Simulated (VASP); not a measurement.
Band structure of SiO$_{2}$ (space group P4_2/mnm). All values below come from r2SCAN meta-GGA, VASP's PBE PAW potentials (set 64) (plane waves; VASP).

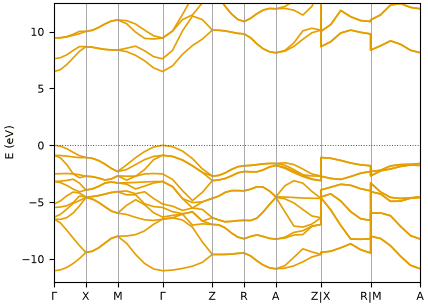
Bands along high-symmetry lines, zero at the valence-band maximum or, without a gap, the Fermi level

Problem. Read the plot: is there a gap, and where are the band edges?

Solution. The gap is direct, 6.49 eV, from the valence maximum at Γ to the conduction minimum at Γ.

The structure comes from a computed database's SiO2 entry (P4_2/mnm); how it stands against other phases isn't given here. It was relaxed first.
